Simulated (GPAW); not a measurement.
**Property calculation, with input and output: BH₂BrF (charge −1)**

- system: BH₂BrF, charge −1, SMILES F[BH2-]Br
- method: LDA (PW92)/dzp, scalar-relativistic datasets (GPAW 26.7.0)

The geometry comes from this level: GFN2-xTB.

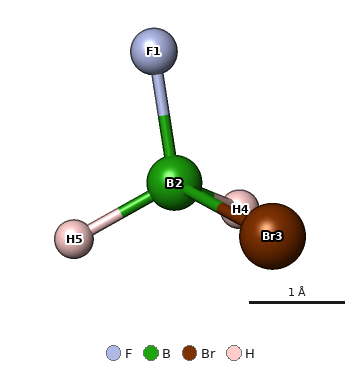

**Figure 1.** The structure as given in the input (ball-and-stick view, seen at a tilt; atoms are numbered from 1 in the order of the input).

Input (calc.py)
```python
from ase.io.zmatrix import parse_zmatrix
from gpaw import GPAW

# Structure
zmat = """
F
B 1 r2
Br 2 r3 1 a3
H 2 r4 1 a4 3 d4
H 2 r5 4 a5 1 d5
"""
values = dict(r2=1.400299, r3=2.041971, a3=108.35292, r4=1.212003, a4=110.34072, d4=-117.13948, r5=1.212329, a5=113.22049, d5=124.26152)
molecule = parse_zmatrix(zmat, defs=values)
molecule.center(vacuum=5.5)

# Ground state
gpaw_calc = GPAW(mode='lcao',
                 basis='dzp',
                 xc='LDA',
                 maxiter=94,
                 h=0.2,
                 basis_set='dzp',
                 charge=-1,
                 txt='-')
molecule.calc = gpaw_calc

energy = molecule.get_potential_energy()
print(f'Energy                  {energy:.5f} eV')
forces = molecule.get_forces()
print('Forces (eV/Ang)')
for symbol, f in zip(molecule.symbols, forces):
    print(f'{symbol:2} {f[0]:9.4f} {f[1]:9.4f} {f[2]:9.4f}')
homo, lumo = gpaw_calc.get_homo_lumo()
print(f'HOMO                    {homo:.3f} eV')
print(f'LUMO: {lumo:.3f} eV')
print(f'Gap                     {lumo - homo:.3f} eV')
```

Launch command:
```bash
python calc.py
```

Log
```
TypeError: GPAW() got an unexpected keyword argument 'basis_set'
```

Outcome

```json
{"quantity": "outcome", "value": "refused by the program"}
{"quantity": "hardware", "value": "1 thread of Arm Neoverse V2, 24 GiB of memory available, shared host"}
```

Diagnosis

Some settings of this run were drawn to be unusual or wrong (badkey set to basis_set). The program refused the input.
